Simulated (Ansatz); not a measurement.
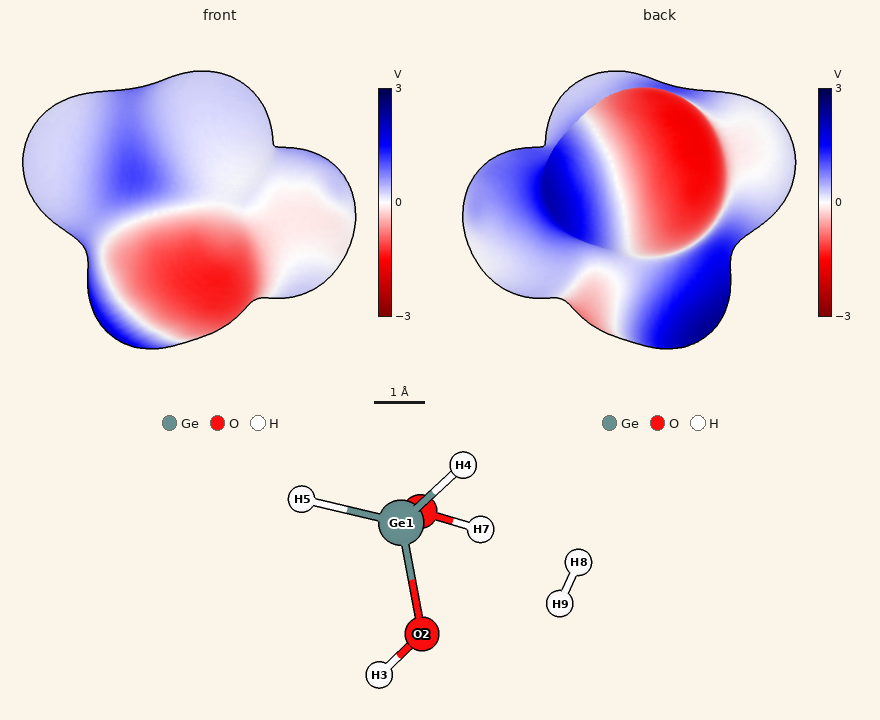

GeH₄O₂···H₂. The molecular electrostatic potential painted on the density surface at 0.002 e/bohr³, seen from the front and from behind; the colour scale runs from red (negative) to blue (positive). The bare structure is drawn below in the same view.

Not at a stationary point (largest force 2.0 eV/Å).

Method: RKS PBE/def2-SVP (Ansatz).

Input

```
crystal:
  periodic: [false, false, false]
  atoms:
    - { symbol: Ge, position_ang: [0.0, 0.0, 0.0] }
    - { symbol: O, position_ang: [0.0, 0.0, 2.12] }
    - { symbol: H, position_ang: [-0.9095, -0.2814, 2.4571] }
    - { symbol: H, position_ang: [1.4616, 0.0, -0.5162] }
    - { symbol: H, position_ang: [-0.73, 1.2648, -0.5162] }
    - { symbol: O, position_ang: [-0.8337, -1.4443, -0.5894] }
    - { symbol: H, position_ang: [-1.2883, -1.91, 0.183] }
    - { symbol: H, position_ang: [0.6884, -1.615, 0.5833] }
    - { symbol: H, position_ang: [0.5338, -1.2523, 1.5265] }
basis:
  gaussian: { orbitals: def2-SVP }
hamiltonian:
  xc: pbe
relax:
  f_tol: 0.15
  max_steps: 25
  restrain:
    - { distance: [0, 7], at: 2.75, k: 30.0 }
    - { distance: [8, 1], at: 2.21, k: 30.0 }
    - { distance: [0, 1], at: 1.77, k: 30.0 }
    - { distance: [8, 7], at: 0.66, k: 30.0 }
output:
  orbitals: {}
```

Command:

```sh
ansatz run input.yaml --threads 2 --pin off --max-ram 3072MiB --backend cpu --events-out ev --progress --plain --runs-dir out
```

The fields are those of the run's last geometry, not of the input's.

Where is the surface potential most negative and most positive?

Answer. The most negative region (about −1.5 V) lies over O6, the most positive (about +2.3 V) over H3. O6 is the likeliest acceptor of a hydrogen bond.
